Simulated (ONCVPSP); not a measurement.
# Yb: pseudopotential generation

Ytterbium (Yb, Z = 70), core [Kr] 4d10, reference valence 4f14 5s2 5p6 6s2, valence charge 24. Computed at this level: ONCV potential, LDA (Perdew-Wang 92), non-relativistic, made with ONCVPSP 4.0.1.

## Log (extracts)
```
ONCVPSP  (Optimized Norm-Conservinng Vanderbilt PSeudopotential)
scalar-relativistic version 4.0.1

#   n    l    f        energy (Ha)
    1    0    2.00    -2.0840671E+03
    2    0    2.00    -3.3797868E+02
    2    1    6.00    -3.2317821E+02
    3    0    2.00    -7.5476436E+01
    3    1    6.00    -6.8698525E+01
    3    2   10.00    -5.6026195E+01
    4    0    2.00    -1.4311846E+01
    4    1    6.00    -1.1558028E+01
    4    2   10.00    -6.5747418E+00
    4    3   14.00    -2.8618169E-01
    5    0    2.00    -1.6836579E+00
    5    1    6.00    -9.6593663E-01
    6    0    2.00    -1.3704445E-01

Reference configufation results
  iterations    36
  all-electron total energy (Ha)   -1.33880134D+04

Begin loop to  construct optimized pseudo wave functions
and semi-local pseudopoentials for all angular momenta

Calculating optimized projector #   1

 for l=   0

    Fraction of norm inside rc  0.988119
    Optimizing pswf for qcut=   4.00 a_B^-1,  ecut=   8.00 Ha
    Residual kinetic energy error=  3.49D-06 Ha

    Energy error per electron        Cutoff
         Ha          eV             Ha
         0.01000     0.27211        3.17
         0.00100     0.02721        4.25
         0.00010     0.00272        5.12
         0.00001     0.00027        5.97

Calculating optimized projector #   2

 for l=   0

    Fraction of norm inside rc  0.118112
    Optimizing pswf for qcut=   4.00 a_B^-1,  ecut=   8.00 Ha
    Residual kinetic energy error=  4.93D-05 Ha

    Energy error per electron        Cutoff
         Ha          eV             Ha
         0.01000     0.27211        2.26
         0.00100     0.02721        3.47
         0.00010     0.00272        6.93
         0.00001     0.00027       19.89

   Wellstate for l =  1  n =  7
     eigenvalue =   0.7341
     asymptotic potential =   1.2341
     half-point radius =  5.6602

Calculating optimized projector #   1

 for l=   1

    Fraction of norm inside rc  0.904764
    Optimizing pswf for qcut=   6.70 a_B^-1,  ecut=  22.42 Ha
    Residual kinetic energy error=  4.23D-08 Ha

    Energy error per electron        Cutoff
         Ha          eV             Ha
         0.01000     0.27211        6.18
         0.00100     0.02721        7.99
         0.00010     0.00272        9.76
         0.00001     0.00027       15.67

Calculating optimized projector #   2

 for l=   1

    Fraction of norm inside rc  0.095301
    Optimizing pswf for qcut=   6.70 a_B^-1,  ecut=  22.42 Ha
    Residual kinetic energy error=  2.84D-07 Ha

    Energy error per electron        Cutoff
         Ha          eV             Ha
         0.01000     0.27211        5.33
         0.00100     0.02721        7.38
         0.00010     0.00272       14.44
         0.00001     0.00027       18.30

WARNING wellstate: localized bound state found for n= 5 l= 2
WARNING this state with energy -0.05900026
WARNING will be used for the first projector

   Wellstate for l =  2  n =  9
     eigenvalue =   3.4410
     asymptotic potential =   3.9410
     half-point radius =  5.3945

Calculating optimized projector #   1

 for l=   2

    Fraction of norm inside rc  0.595032
    Optimizing pswf for qcut=   4.80 a_B^-1,  ecut=  11.50 Ha
    Residual kinetic energy error=  2.75D-07 Ha

    Energy error per electron        Cutoff
         Ha          eV             Ha
         0.01000     0.27211        5.35
         0.00100     0.02721        7.23
         0.00010     0.00272        8.68
         0.00001     0.00027        9.96

Calculating optimized projector #   2

 for l=   2

    Fraction of norm inside rc  0.184151
    Optimizing pswf for qcut=   4.80 a_B^-1,  ecut=  11.50 Ha
    Residual kinetic energy error=  2.68D-04 Ha

    Energy error per electron        Cutoff
         Ha          eV             Ha
         0.01000     0.27211        8.49
         0.00100     0.02721       10.77
         0.00010     0.00272       14.37
         0.00001     0.00027       28.61

   Wellstate for l =  3  n =  5
     eigenvalue =   1.9138
     asymptotic potential =   2.4138
     half-point radius =  2.3277

Calculating optimized projector #   1

 for l=   3

    Fraction of norm inside rc  0.770469
    Optimizing pswf for qcut=  17.60 a_B^-1,  ecut= 154.90 Ha
    Residual kinetic energy error=  4.50D-05 Ha

    Energy error per electron        Cutoff
         Ha          eV             Ha
         0.01000     0.27211      121.92
         0.00100     0.02721      136.51
         0.00010     0.00272      149.72
         0.00001     0.00027      404.47

Calculating optimized projector #   2

 for l=   3

    Fraction of norm inside rc  0.079117
    Optimizing pswf for qcut=  17.60 a_B^-1,  ecut= 154.90 Ha
    Residual kinetic energy error=  2.14D-05 Ha

    Energy error per electron        Cutoff
         Ha          eV             Ha
         0.01000     0.27211      112.98
         0.00100     0.02721      131.86
         0.00010     0.00272      146.59
         0.00001     0.00027      178.10

Construct Vanderbilt / Kleinmman-Bylander projectors

B matrix Hermiticity error, ll=   0
   1   2    2.7217E-09

  Orthonormal projector coefficients  1.9497E+01  9.5701E-01

B matrix Hermiticity error, ll=   1
   1   2   -7.1837E-09

  Orthonormal projector coefficients  1.3600E+01  7.9519E-01

B matrix Hermiticity error, ll=   2
   1   2    9.8066E-08

  Orthonormal projector coefficients  6.8861E+00 -8.6600E-01

B matrix Hermiticity error, ll=   3
   1   2   -4.4346E-08

  Orthonormal projector coefficients -2.5795E+01 -8.2527E+00

Model core correction analysis
  based on d2Exc/dn_idn_j

d2excae - all-electron derivatives

   -2.026957D-02   -9.748140D-03   -7.795109D-03   -6.618212D-04
   -9.748005D-03   -2.323579D-02   -2.143248D-02   -1.399949D-03
   -7.794993D-03   -2.143245D-02   -2.124646D-02   -1.791246D-03
   -6.618189D-04   -1.399958D-03   -1.791270D-03   -9.353266D-04

d2excps - pseudofunction derivatives with no core correction

   -3.954299D-02   -1.884476D-02   -1.103752D-02   -1.259585D-03
   -1.884481D-02   -2.168738D-02   -1.981250D-02   -1.409567D-03
   -1.103746D-02   -1.981234D-02   -2.180800D-02   -1.699558D-03
   -1.259598D-03   -1.409586D-03   -1.699580D-03   -9.394789D-04

rms 2nd derivative error    5.951288E-03

Polynomial model core charge

d2excps - pseudofunction derivatives with core correction

   -2.845527D-02   -1.444026D-02   -9.179556D-03   -9.503787D-04
   -1.444022D-02   -1.849557D-02   -1.821476D-02   -1.204103D-03
   -9.179451D-03   -1.821458D-02   -2.066678D-02   -1.614281D-03
   -9.503791D-04   -1.204100D-03   -1.614302D-03   -9.251981D-04

rms 2nd derivative error    3.149326E-03

Pseudoatom total energy -246.860766

Diagnostic tests using Vanderbilt-Kleinman-Bylander pseudopotentials
  1 or more projectors used as specified by nproj input data

   l    rcore       rmatch      e in        delta e   norm test  slope test

   0   2.6070459   2.6862015  -1.6836579   0.0000000   1.0000003   1.0000003
   0   2.6070459   2.6862015  -0.1370444   0.0000000   1.0000000   1.0000000

   1   2.2583807   2.3269500  -0.9659366   0.0000001   1.0000001   1.0000001
   1   2.2583807   2.3269500   0.7340634  -0.0000000   1.0000000   1.0000000

   2   3.2142378   3.3118291  -0.0590003   0.0000000   1.0000000   1.0000000
   2   3.2142378   3.3118291   3.4409997   0.0000003   1.0000000   1.0000000

   3   0.9543066   0.9832814  -0.2861817  -0.0000026   0.9999999   0.9999983
   3   0.9543066   0.9832814   1.9138183   0.0000000   1.0000000   1.0000000

 Testing for bound ghosts
   n   l    E NL Schr. Eq   E Basis Diag.   E Cutoff

       0                      -10.470330     28.19  WARNING - GHOST(-)
   1   0       -1.683658       -1.683559     28.19
   2   0       -0.137044       -0.126003     28.19

   2   1       -0.965937       -0.965912     43.88

   3   2       -0.059000       -0.057448     33.31

   4   3       -0.286184       -0.278450    542.04

 Testing for highly-localized positive-energy ghosts
       l    <radius>/rc     E Basis Diag.   E Cutoff

       1        0.179362       -0.646795     43.88  WARNING - GHOST(+)

       2        0.382424        3.644160     33.31  WARNING - GHOST(+)

Test configuration 0

   n   l     f        eae           eps        diff
   1   0  2.0000-2084.06707143
   2   0  2.0000 -337.97867633
   2   1  6.0000 -323.17820702
   3   0  2.0000  -75.47643620
   3   1  6.0000  -68.69852522
   3   2 10.0000  -56.02619546
   4   0  2.0000  -14.31184593
   4   1  6.0000  -11.55802831
   4   2 10.0000   -6.57474181
   4   3 14.0000   -0.28618169   -0.28618425   -2.56D-06
   5   0  2.0000   -1.68365788   -1.68365784    3.38D-08
   5   1  6.0000   -0.96593663   -0.96593657    6.27D-08
   6   0  2.0000   -0.13704445   -0.13704445    0.00D+00

    Total energies and differences
      AE_ref= -1.33880134D+04  AE_tst= -1.33880134D+04  dif=  0.00D+00
      PS_ref= -2.46860766D+02  PS_tst= -2.46860766D+02  dif=  3.11D-11
      PSP excitation error= -3.11D-11

Test configuration 1

   n   l     f        eae           eps        diff
   1   0  2.0000-2084.30652957
   2   0  2.0000 -338.21744070
   2   1  6.0000 -323.41707976
   3   0  2.0000  -75.71448067
   3   1  6.0000  -68.93660339
   3   2 10.0000  -56.26435999
   4   0  2.0000  -14.55033521
   4   1  6.0000  -11.79655453
   4   2 10.0000   -6.81334304
   4   3 14.0000   -0.52480171   -0.52550373   -7.02D-04
   5   0  2.0000   -1.92283147   -1.92269805    1.33D-04
   5   1  6.0000   -1.20396916   -1.20382185    1.47D-04
   6   0  1.0000   -0.32253806   -0.32252135    1.67D-05

    Total energies and differences
      AE_ref= -1.33880134D+04  AE_tst= -1.33877855D+04  dif=  2.28D-01
      PS_ref= -2.46860766D+02  PS_tst= -2.46632939D+02  dif=  2.28D-01
      PSP excitation error=  9.46D-05

Test configuration 2

   n   l     f        eae           eps        diff
   1   0  2.0000-2084.58699493
   2   0  2.0000 -338.49659915
   2   1  6.0000 -323.69643524
   3   0  2.0000  -75.99230749
   3   1  6.0000  -69.21449201
   3   2 10.0000  -56.54240843
   4   0  2.0000  -14.82896490
   4   1  6.0000  -12.07525066
   4   2 10.0000   -7.09217403
   4   3 14.0000   -0.80362336   -0.80575894   -2.14D-03
   5   0  2.0000   -2.20251881   -2.20220432    3.14D-04
   5   1  6.0000   -1.48127353   -1.48088969    3.84D-04

    Total energies and differences
      AE_ref= -1.33880134D+04  AE_tst= -1.33873656D+04  dif=  6.48D-01
      PS_ref= -2.46860766D+02  PS_tst= -2.46213100D+02  dif=  6.48D-01
      PSP excitation error=  1.63D-04

Test configuration 3

psatom: WARNING lschvkbb convergence error n,l,iter=   4   3  31
ea(ii),et,emin,emax -1.542413E+00 -1.388172E+00 -1.388172E+00 -1.388172E+00
run_config: WARNING for fully non-local PS atom, stg. 2
 WARNING no output for configuration 4

Test configuration 4

   n   l     f        eae           eps        diff
   1   0  2.0000-2084.15982196
   2   0  2.0000 -338.07096795
   2   1  6.0000 -323.27052129
   3   0  2.0000  -75.56815900
   3   1  6.0000  -68.79026544
   3   2 10.0000  -56.11802163
   4   0  2.0000  -14.40415869
   4   1  6.0000  -11.65037796
   4   2 10.0000   -6.66717759
   4   3 14.0000   -0.37869564   -0.38039723   -1.70D-03
   5   0  2.0000   -1.77714324   -1.77697728    1.66D-04
   5   1  6.0000   -1.05787932   -1.05753545    3.44D-04
   6   1  2.0000   -0.08624267   -0.08622902    1.36D-05

    Total energies and differences
      AE_ref= -1.33880134D+04  AE_tst= -1.33878284D+04  dif=  1.85D-01
      PS_ref= -2.46860766D+02  PS_tst= -2.46675783D+02  dif=  1.85D-01
      PSP excitation error=  2.80D-05
```

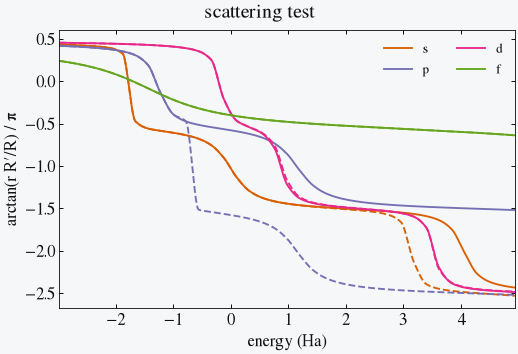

Unwrapped phase arctan(r R′/R) in units of π against energy, all-electron (solid) and pseudo (dashed); the pseudo phase is matched to the all-electron one at the reference energy. Here R(r) is the radial function. A near-vertical step is a level narrower than the spacing of the points behind the curves.

- Range over which the phases agree within 0.05 rad: s: up to about 2.4 Ha; p: up to about -0.7 Ha; d: up to about 0.7 Ha; f: over the whole range drawn.
- Ghost states: Going away from the reference energies, the phases part by more than π/2 in: s at about 3.2 Ha (above its reference energy, pseudo phase lower); p at about -0.7 Ha (above its reference energy, pseudo phase lower, at the flagged ghost). Such a step is either a state that only one of the two atoms has or an ordinary level shifted in energy. The separate test gives: GHOST(-) flagged for s at -284.9 eV; GHOST(+) flagged for p at -17.6 eV, d at 99.2 eV. The bound ghosts lie below the range of the plot.

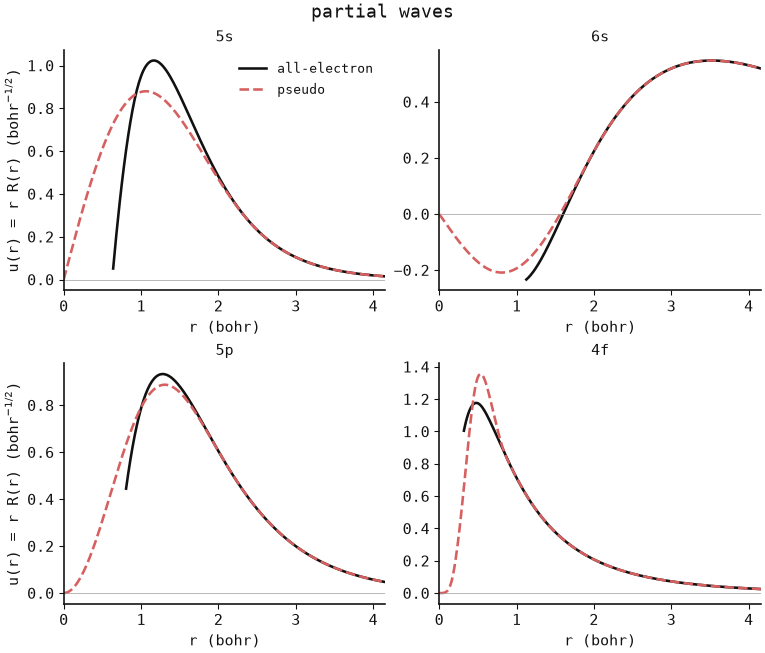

Partial waves u(r) = r R(r), all-electron (solid) and pseudo (dashed). The innermost oscillations of some all-electron curves aren't drawn. Reference configuration 4f14 5s2 5p6 6s2.

- Matching radii: 5s at 2.60 bohr; 6s at 2.60 bohr; 5p at 2.25 bohr; 4f at 0.95 bohr. The curves merge smoothly, so the plot gives these only roughly.
- Nodes of the pseudo-waves: 5s has no node; 6s has a node at about 1.6 bohr; 5p has no node; 4f has no node. A node in 6s is expected, since a lower shell of the same l is also in the valence and the two must stay orthogonal.
- Cutoffs needed: 137 Ha (loose) and 150 Ha (tight), as the cutoffs at which the residual kinetic energy of the hardest occupied pseudo-wave falls to 1 and 0.1 mHa per electron. The potential isn't sound: its ghost test gives GHOST(-) flagged for s at -284.9 eV; GHOST(+) flagged for p at -17.6 eV, d at 99.2 eV.

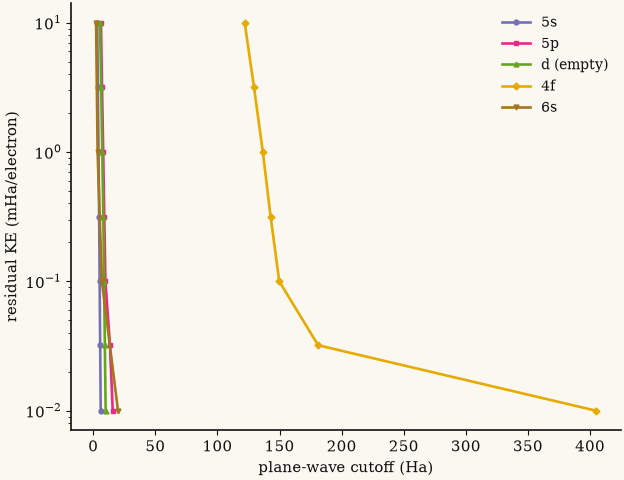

Residual kinetic energy of the pseudo-waves (the first of each channel, and further valence shells) beyond the plane-wave cutoff, as the generator prints it.

- Cutoffs for 1 mHa per electron: 4f: 137 Ha; 5p: 8.0 Ha; d (empty): 7.2 Ha; 5s: 4.3 Ha; 6s: 3.5 Ha.
- Hardest wave at 1 mHa per electron: 4f, with rc = 0.95 bohr and qcut = 17.6 1/bohr. The optimisation minimises, but can't always remove, the kinetic energy above qcut²/2 = 154.9 Ha, and a larger rc would as a rule soften the wave at some cost in transferability.
- Cutoffs for the occupied states: 137 Ha for 1 mHa and 150 Ha for 0.1 mHa per electron. The first is set by 4f.

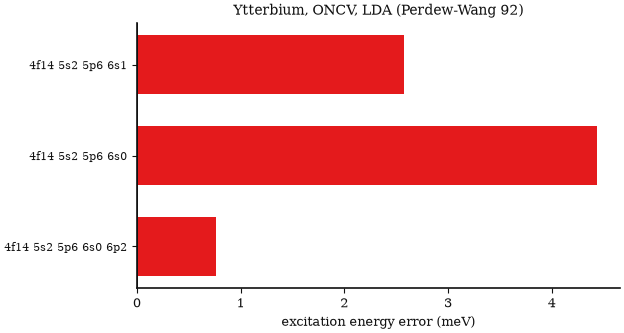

Errors, all-electron minus pseudo, of the energies of valence configurations relative to the unpolarised reference 4f14 5s2 5p6 6s2. Not all tests gave a result: 1 of 4 tests not solved.

- Worst configuration: 4f14 5s2 5p6 6s0 (charge +2): the error is +4.4 meV on an all-electron energy of +17.63 eV relative to the reference, or 0.025 %.
- Configurations within 10 meV and within 50 meV: 3 and 3 of 3.

## Input file
```
# ATOM AND REFERENCE CONFIGURATION
# atsym  z   nc   nv     iexc    psfile
  Yb 70.00    9    4  -001012      upf
#
#   n    l    f
    1    0    2.00
    2    0    2.00
    2    1    6.00
    3    0    2.00
    3    1    6.00
    3    2   10.00
    4    0    2.00
    4    1    6.00
    4    2   10.00
    4    3   14.00
    5    0    2.00
    5    1    6.00
    6    0    2.00
#
# PSEUDOPOTENTIAL AND OPTIMIZATION
# lmax
    3
#
#   l,   rc,      ep,       ncon, nbas, qcut
    0    2.60    0.00    4    7    4.00
    1    2.25    0.00    4    7    6.70
    2    3.20    0.05    4    8    4.80
    3    0.95    0.00    4    9   17.60
#
# LOCAL POTENTIAL
# lloc, lpopt,  rc(5),   dvloc0
    4    5    0.75    6.00
#
# VANDERBILT-KLEINMAN-BYLANDER PROJECTORs
# l, nproj, debl
    0    2    3.30
    1    2    1.70
    2    2    3.50
    3    2    2.20
#
# MODEL CORE CHARGE
# icmod, fcfact, rcfact
    1    0.20    0.00
#
# LOG DERIVATIVE ANALYSIS
# epsh1, epsh2, depsh
   -3.00    5.00    0.02
#
# OUTPUT GRID
# rlmax, drl
    6.00    0.01
#
# TEST CONFIGURATIONS
# ncnf
    4
# nvcnf
#   n    l    f
    4
    4    3   14.00
    5    0    2.00
    5    1    6.00
    6    0    1.00
#
    4
    4    3   14.00
    5    0    2.00
    5    1    6.00
    6    0    0.00
#
    4
    4    3   13.00
    5    0    2.00
    5    1    6.00
    6    0    0.00
#
    5
    4    3   14.00
    5    0    2.00
    5    1    6.00
    6    0    0.00
    6    1    2.00
#
```

The log's header says scalar-relativistic, as this program prints it for non-relativistic runs too.

Run as:
```bash
oncvpspnr.x < Yb.dat > Yb.out
```

## Summary

- outcome: generated, with a ghost state
- cutoffs needed: 137 Ha and 150 Ha (the cutoffs at which the residual kinetic energy of the hardest occupied pseudo-wave falls to 1 and 0.1 mHa per electron)
- ghost test: GHOST(-) flagged for s at -284.9 eV; GHOST(+) flagged for p at -17.6 eV, d at 99.2 eV
- configuration tests: 1 of 4 tests not solved
- rms error of d²Exc/dni dnj: 5.95 mHa without and 3.15 mHa with the model core
- largest excitation error among the tests solved: +4.4 meV (all-electron minus pseudo) for 4f14 5s2 5p6 6s0
- clearest signs, in the scattering phases, of states that the all-electron atom lacks: p near −0.6 Ha
- range over which the phases arctan(r R′/R) at the test radius agree within 0.05 rad (a looser test near the poles than one of phase shifts): s: up to about 2.4 Ha; p: up to about -0.7 Ha; d: up to about 0.7 Ha; f: over the whole range computed
- hardware: 1 CPU thread, shared host
- wall time: 14 s

## Remarks

The potential has a bound ghost state, so it can't be used as it stands. Warnings of the program, in the generation or the tests: wellstate: localized bound state found for n= 5 l= 2; psatom: WARNING lschvkbb convergence error n,l,iter= 4 3 31.
